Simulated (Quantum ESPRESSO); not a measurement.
# Rb (Im-3m): from the cell to the phonon bands, part 3 of 3

How does Rb (Im-3m) vibrate, and is this structure a minimum?

Quantum ESPRESSO 7.5; DFT LDA, scalar-relativistic, plane waves, PseudoDojo norm-conserving pseudopotentials.

So far. Step 5 (Phonons on a q mesh): The acoustic modes at Γ come out as far as 0.2 cm⁻¹ from zero, where they should vanish, a small numerical error. The relaxed cell has a = 5.374 Å (conventional setting).

The database entry behind the starting cell lists a temperature near 78 K, so it need not match the best structure at ambient conditions.

## 7. Interpolated phonon bands (continued)

Force constants by pair (phonopy on the run's constants); pairs near half the supercell's span include their periodic images. Pair force constants, by row:

```
atom  neighbour  distance (Å)  third of the trace (eV/Å²)  along the pair's line (eV/Å²)
 Rb1     itself             0                      0.4057                              –
 Rb1         Rb         4.654                      -0.046                        -0.1558
 Rb1         Rb         5.374                     -0.0105                        -0.0301
```

Harmonic mean-square displacement, third of the trace. Mean-square displacements:

```
T (K)  Rb1 U_eq (Å²)
    0         0.0074
  100        0.06008
  300          0.179
  600         0.3577
```

Mode patterns, pair constants, displacements and means over the zone were worked out by phonopy from the force constants of q2r.x.

All branches are real along the path.

## 8. Density of states

Sums over the zone need many more wavevectors than were solved, so the interpolation is sampled on a dense mesh.

Contents of matdyn.in:

```
&INPUT
  asr    = 'simple'
  flfrc  = 'x.fc'
  dos    = .true.
  fldos  = 'x.dos'
  nk1    = 12
  nk2    = 12
  nk3    = 12
  deltaE = 0.3
/
```

Command:

```sh
$ matdyn.x -in matdyn.in > matdyn.out
```

The log of the run:

```text
[banner, memory and clock lines left out]
Program MATDYN v.7.5

 mass for atomic type   1 not given; uses mass from file x.fc
     Message from routine matdyn:
     Z* not found in file x.fc, TO-LO splitting at q=0 will be absent!

Note: The following floating-point exceptions are signalling: IEEE_UNDERFLOW_FLAG
```

Run time: 0.67 s. Hardware: 1 thread of Arm Neoverse V1, shared host.

This step gave:

| Quantity | Value |
| --- | --- |
| share of modes beyond 3i cm⁻¹ on the dense interpolated mesh | 0 |
| zero-point energy per atom | 6.24 meV |
| heat capacity at 300 K | 24.88 J/(mol atoms K) |
| vibrational entropy at 300 K | 72.69 J/(mol atoms K) |

Tetrahedra. Table of phonon density of states by wavenumber; read off at these points:

```
wavenumber (cm⁻¹)  phonon density of states (1/cm⁻¹/cell)
             0.00                                       0
             2.50                                  8.0e-4
             5.00                                 0.00262
             7.50                                 0.00734
            10.00                                  0.0198
            12.50                                  0.0409
            15.00                                  0.0545
            17.50                                  0.0594
            20.00                                  0.0687
            20.70                                  0.0746
            22.50                                  0.0626
            25.00                                  0.0581
            27.50                                   0.056
            30.00                                  0.0603
            32.50                                  0.0787
            35.00                                  0.0831
            35.70                                  0.0858
            37.50                                  0.0737
            40.00                                  0.0732
            42.50                                  0.0616
            45.00                                  0.0568
            47.50                                   0.102
            49.50                                   0.190
            50.00                                   0.142
            52.50                                  0.0254
```

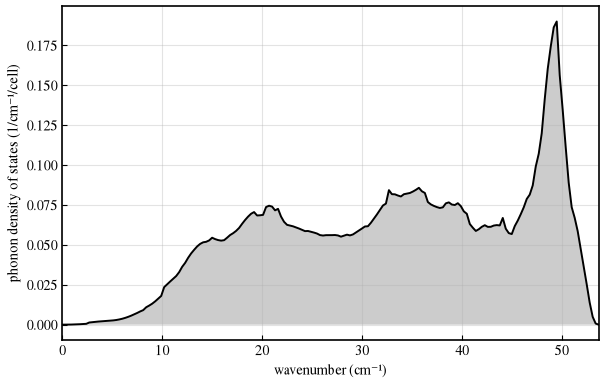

Phonon density of states against wavenumber.

Harmonic thermodynamic functions per atom, summed over the density of states scaled to three modes an atom; melting is ignored. Thermodynamic functions:

```
T (K)  F_vib (meV/atom)  S (J/mol-atom/K)  C_V (J/mol-atom/K)
    0              6.24                 0                   0
   50                -1             29.03               22.89
  100            -20.77             45.53                24.4
  200            -77.81             62.62               24.81
  300            -148.3             72.69               24.88
  400            -227.5             79.86               24.91
  500            -313.3             85.42               24.92
  600            -404.2             89.96               24.93
  700            -499.5              93.8               24.93
  800            -598.5             97.13               24.93
  900            -700.7             100.1               24.94
 1000            -805.8             102.7               24.94
```

At 300 K the heat capacity has reached 100 % of the Dulong-Petit value.

## 9. The dispersion under another sum rule (asr no)

The sum rule corrects the force constants themselves, so it can shift branches at any wavevector, low ones most.

Contents of matdyn.in:

```
&INPUT
  asr              = 'no'
  flfrc            = 'x.fc'
  flfrq            = 'x.freq'
  flvec            = 'x.modes'
  q_in_band_form   = .true.
  q_in_cryst_coord = .true.
/
8
  0.0000000   0.0000000   0.0000000   8  ! GAMMA
  0.5000000   0.5000000  -0.5000000   8  ! H
  0.5000000  -0.0000000  -0.5000000   8  ! N
  0.0000000   0.0000000   0.0000000   8  ! GAMMA
  0.7500000   0.2500000  -0.2500000   8  ! P
  0.5000000   0.5000000  -0.5000000   1  ! H
  0.7500000   0.2500000  -0.2500000   8  ! P
  0.5000000  -0.0000000  -0.5000000   1  ! N
```

Command:

```sh
$ matdyn.x -in matdyn.in > matdyn.out
```

The log of the run:

```text
[banner, memory and clock lines left out]
Program MATDYN v.7.5

 mass for atomic type   1 not given; uses mass from file x.fc
     Message from routine matdyn:
     Z* not found in file x.fc, TO-LO splitting at q=0 will be absent!
     Message from routine matdyn:
     Z* not found in file x.fc, TO-LO splitting at q=0 will be absent!

Note: The following floating-point exceptions are signalling: IEEE_UNDERFLOW_FLAG
```

The job ended after 0.45 s (1 thread).

Read from the output:

| Item | Value |
| --- | --- |
| lowest frequency on the path | 0.1714 cm⁻¹ |

At the labelled points the branches move by no more than 0.3 cm⁻¹.

## 10. Summary of results

```yaml
space_group_after_relaxation: Im-3m
volume_per_atom: 77.6 Å³
q_mesh: 4×4×4
lowest_mode_on_the_q_mesh_acoustic_ones_at_the_zone_centre_apart: 6.79 cm⁻¹
zero_point_energy_per_atom: 6.24 meV
heat_capacity_at_300_k: 24.9 J/(mol atoms K)
vibrational_entropy_at_300_k: 72.7 J/(mol atoms K)
imaginary_modes_on_the_q_mesh: none
```

**Reading.** Rb (Im-3m) is dynamically stable on the 4×4×4 mesh; its spectrum reaches 54 cm⁻¹. These are harmonic frequencies at zero temperature: anharmonic shifts and linewidths and thermal expansion are left out. In a metal the frequencies hang on the k mesh and the smearing, most of all near Kohn anomalies.

[Host names and launcher messages were left out of these logs when they were recorded.]

[Logs are printed without paths, hosts, clocks, repeated set-up lines and the standing remarks that a program may print on its own settings, such as how far it seeks lower states.]

[Hosts, paths, dates, database ids (printed as entryN), source tags and the programs' standing remarks are cut or masked in the printed files.]
